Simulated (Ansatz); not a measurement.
# Calculations on CH6AlSi

### Relaxation

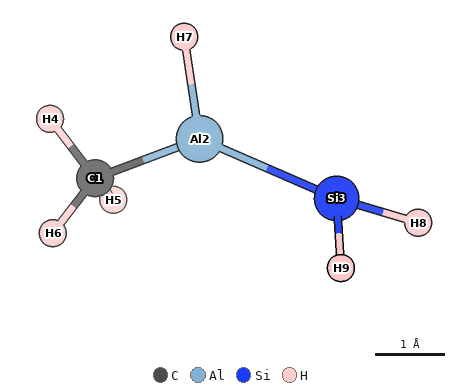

This is the input geometry for a relaxation of CH6AlSi (multiplicity 2). A ball-and-stick model, seen at a tilt.

The run prepares an end point of a later path (torsion) calculation, from a guessed geometry.

All numbers below come from UKS B3LYP/6-31G* (Ansatz 0.2.0).

Input
```yaml
crystal:
  periodic: [false, false, false]
  atoms:
    - { symbol: C, position_ang: [-0.93814, 1.19193, -0.96093] }
    - { symbol: Al, position_ang: [0.55541, 0.06782, -0.22444] }
    - { symbol: Si, position_ang: [0.91984, -1.62474, 1.40917] }
    - { symbol: H, position_ang: [-0.50471, 1.81917, -1.75598] }
    - { symbol: H, position_ang: [-1.76605, 0.63687, -1.42389] }
    - { symbol: H, position_ang: [-1.40617, 1.88312, -0.24538] }
    - { symbol: H, position_ang: [1.87939, 0.44316, -0.98459] }
    - { symbol: H, position_ang: [0.40018, -3.0103, 1.31128] }
    - { symbol: H, position_ang: [0.86026, -1.40703, 2.87476] }
magnetization:
  spin_polarized: true
  initial_magnetization: 1
basis:
  gaussian: { orbitals: "6-31G*" }
hamiltonian:
  xc: b3lyp
relax:
  f_tol: 0.015
  max_steps: 40
```

Command:
```bash
ansatz run input.yaml --threads 1 --pin off --max-ram 2048MiB --backend cpu --events-out ev --progress --plain --runs-dir out
```

Question: Predict the outcome.

Answer: After 27 accepted moves (31 points after the start) the energy has fallen by 0.419 eV. The largest force component goes from 0.85 to 0.003 eV/Å. The line search rejected the trial steps at points 3, 15, 20, 22 of the run. The forces were under the threshold at step 19, but the run went on from there. The atom that moves furthest after the best rigid fit is H9 (1.39 Å). Largest moves by element: H 1.39 Å, Al 0.40 Å, Si 0.31 Å, C 0.19 Å. Near-neighbour distances that change, for instance: C1–Al2 2.009 → 1.967 Å, Al2–H7 1.572 → 1.591 Å, Al2–Si3 2.380 → 2.396 Å, Si3–H8 1.483 → 1.491 Å. Among the angles between lasting bonds that change: C1–Al2–Si3 139.7° → 121.4°, C1–Al2–H7 108.4° → 122.3°, H8–Si3–H9 100.9° → 109.0°. Groups turn about C1–Al2 by about 55°.

Step by step:

```tsv
step	E − E(0), eV	largest force component, eV/Å	note
0	0.0000	0.8461	
1	-0.1429	0.2041	
2	-0.1744	0.2115	
3	-0.1481	0.5610	rejected
4	-0.1926	0.0762	
5	-0.1972	0.0413	
6	-0.2034	0.0707	
7	-0.2087	0.1195	
8	-0.2226	0.3616	
9	-0.2410	0.5250	
10	-0.2938	0.3018	
11	-0.3346	0.2627	
12	-0.3694	0.2271	
13	-0.3919	0.1850	
14	-0.4111	0.0519	
16	-0.4143	0.0215	
17	-0.4153	0.1101	
18	-0.4164	0.0204	
19	-0.4168	0.0068	
20	-0.4032	0.5110	rejected
21	-0.4172	0.0084	
22	-0.4161	0.1489	rejected
23	-0.4176	0.0259	
24	-0.4179	0.0424	
25	-0.4181	0.0759	
27	-0.4185	0.0259	
28	-0.4187	0.0146	
29	-0.4188	0.0603	
30	-0.4190	0.0183	
31	-0.4190	0.0030
```

The structure at the end:

```xyz
9

C    -0.9133    1.0180   -1.0337
Al    0.6806    0.4083   -0.0558
Si    0.6297   -1.5585    1.3113
H    -0.6899    1.1395   -2.1020
H    -1.7667    0.3375   -0.9453
H    -1.2346    2.0031   -0.6687
H     2.0668    1.1873   -0.1197
H    -0.5525   -2.4422    1.5206
H     1.7800   -2.0930    2.0932
```

The end point in the same view:

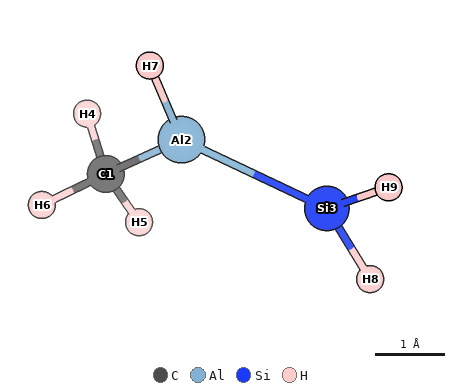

### Relaxation

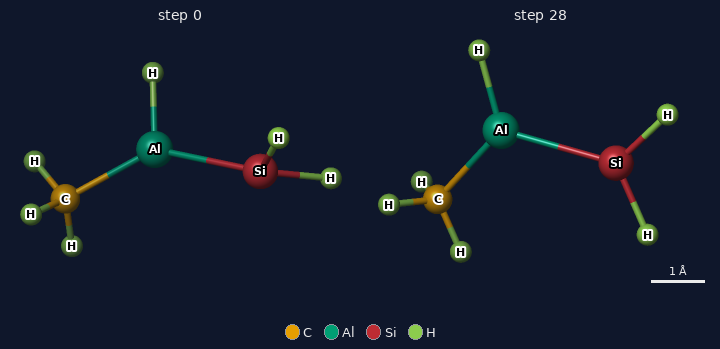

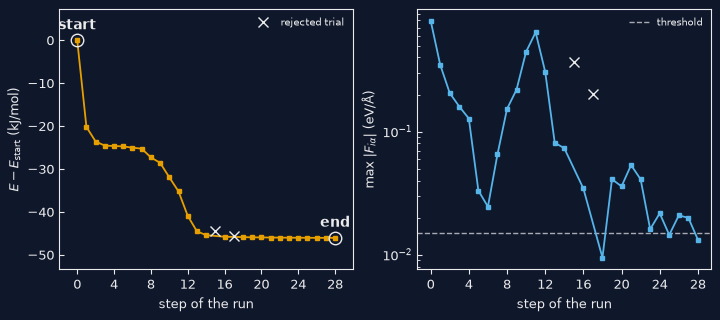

First and last geometry of a relaxation of CH₆AlSi (multiplicity 2), with the history of the run. Style: ball-and-stick. Shown at a tilt.

The run prepares an end point of a later path (torsion) calculation, from a guessed geometry.

Method: UKS B3LYP/6-31G* in Ansatz 0.2.0.

Input
```yaml
crystal:
  periodic: [false, false, false]
  atoms:
    - { symbol: C, position_ang: [-0.93814, 1.19193, -0.96093] }
    - { symbol: Al, position_ang: [0.55541, 0.06782, -0.22444] }
    - { symbol: Si, position_ang: [0.91984, -1.62474, 1.40917] }
    - { symbol: H, position_ang: [-0.50471, 1.81917, -1.75598] }
    - { symbol: H, position_ang: [-1.76605, 0.63687, -1.42389] }
    - { symbol: H, position_ang: [-1.40617, 1.88312, -0.24538] }
    - { symbol: H, position_ang: [1.87939, 0.44316, -0.98459] }
    - { symbol: H, position_ang: [1.69623, -1.43154, 2.65789] }
    - { symbol: H, position_ang: [1.2372, -3.03968, 1.09911] }
magnetization:
  spin_polarized: true
  initial_magnetization: 1
basis:
  gaussian: { orbitals: "6-31G*" }
hamiltonian:
  xc: b3lyp
relax:
  f_tol: 0.015
  max_steps: 40
```

Launched with:
```bash
ansatz run input.yaml --threads 1 --pin off --max-ram 2048MiB --backend cpu --events-out ev --progress --plain --runs-dir out
```

Read the history and describe the run.

It converged. The atom that moves furthest after the best rigid fit is H9 (1.39 Å). By element the largest moves are H 1.39 Å, Al 0.50 Å, Si 0.28 Å, C 0.25 Å. Among the contacts that change: C1–Al2 2.009 → 1.967 Å, Al2–H7 1.572 → 1.592 Å, Al2–Si3 2.380 → 2.396 Å, Si3–H8 1.483 → 1.490 Å. Among the angles between lasting bonds that change: C1–Al2–Si3 139.7° → 121.4°, C1–Al2–H7 108.4° → 122.2°, H8–Si3–H9 100.9° → 109.0°. Groups turn about C1–Al2 by about 55°. After 26 accepted moves (28 points after the start) the energy has fallen by 46.0 kJ/mol. Largest force component: 0.8 eV/Å at the start, 0.013 eV/Å at the end. The line search rejected the trial steps at points 15, 17 of the run. The forces were under the threshold at step 18, but the run went on from there. The run took 2.5 min on 1 thread of Intel(R) Xeon(R) Processor @ 2.70GHz (shared host), peak memory 0.18 GiB.

```csv
step,"E − E(0), kJ/mol","largest force component, eV/Å",note
0,0.00,0.7975,
1,-20.18,0.3490,
2,-23.58,0.2054,
3,-24.53,0.1597,
4,-24.62,0.1276,
5,-24.72,0.0331,
6,-25.01,0.0245,
7,-25.24,0.0653,
8,-27.28,0.1525,
9,-28.54,0.2194,
10,-31.92,0.4452,
11,-35.19,0.6406,
12,-40.89,0.3064,
13,-44.50,0.0811,
14,-45.39,0.0732,
15,-44.48,0.3684,rejected
16,-45.76,0.0345,
17,-45.56,0.2009,rejected
18,-45.85,0.0095,
19,-45.90,0.0410,
20,-45.92,0.0358,
21,-45.95,0.0534,
22,-45.97,0.0409,
23,-45.99,0.0161,
24,-46.00,0.0216,
25,-46.01,0.0145,
26,-46.02,0.0208,
27,-46.02,0.0199,
28,-46.03,0.0132,
```

### Path

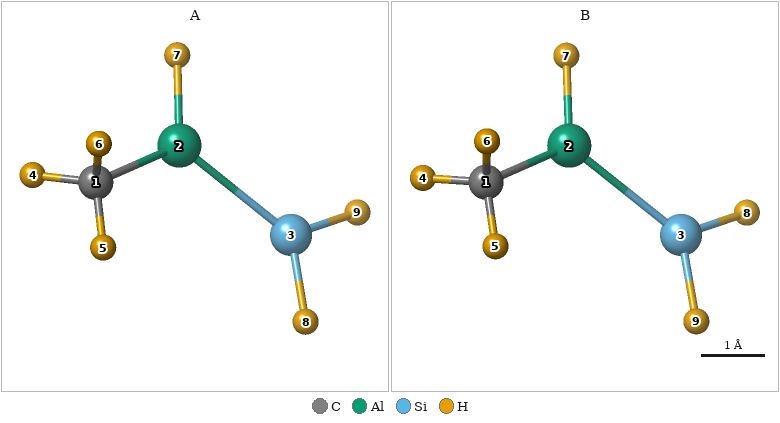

The two relaxed end points of a path for CH6AlSi (multiplicity 2). The picture is a ball-and-stick view, seen at a tilt.

All numbers below come from UKS B3LYP/6-31G* (Ansatz).

Settings: 7 movable images; climbing image; force threshold 0.03 eV/Å; iteration limit 51.

Start:
```xyz
9

C    -0.9153    1.0044   -1.0452
Al    0.6834    0.4013   -0.0710
Si    0.6300   -1.5367    1.3367
H    -0.7018    1.1021   -2.1179
H    -1.7734    0.3332   -0.9342
H    -1.2246    1.9995   -0.6973
H     2.0753    1.1668   -0.1648
H    -0.5573   -2.4057    1.5760
H     1.7837   -2.0649    2.1177
```

End:
```xyz
9

C    -0.9156    1.0044   -1.0450
Al    0.6796    0.4079   -0.0610
Si    0.6310   -1.5404    1.3329
H    -0.7050    1.0647   -2.1216
H    -1.7827    0.3489   -0.9097
H    -1.2085    2.0151   -0.7285
H     2.0666    1.1842   -0.1428
H     1.7859   -2.0658    2.1141
H    -0.5513   -2.4190    1.5617
```

> Predict the minimum-energy path and its barrier.

The two ends have the same energy, and the highest point, image 5, lies 21.4 kJ/mol above the start. The motion is a rotation about the Al2–Si3 bond by about 180°. No bond forms or breaks between the ends. Bond angles that change up to the highest image, for instance: Al2–Si3–H8 125.7° → 116.2°, Al2–Si3–H9 125.3° → 116.2°. The band converged in 23 iterations, with a climbing image at the top. At the top, the vibrational analysis gives one imaginary mode (184i cm⁻¹), as a transition state must have.

Energies of the converged images:

| image | path (Å) | E (kJ/mol) |
| --- | --- | --- |
| 0 | 0.00 | 0.0 |
| 1 | 0.62 | 0.2 |
| 2 | 1.25 | 3.3 |
| 3 | 1.87 | 10.9 |
| 4 | 2.49 | 18.3 |
| 5 | 3.11 | 21.4 |
| 6 | 3.95 | 16.2 |
| 7 | 4.78 | 5.4 |
| 8 | 5.62 | 0.0 |

The geometry at the top of the path:

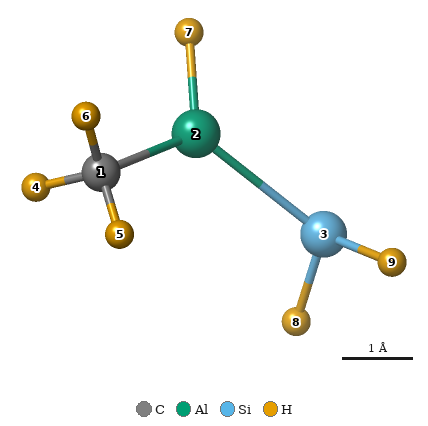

Cost: 14 min on 1 thread of Intel(R) Xeon(R) Processor @ 2.70GHz, with other jobs on the host, peak memory 0.18 GiB.
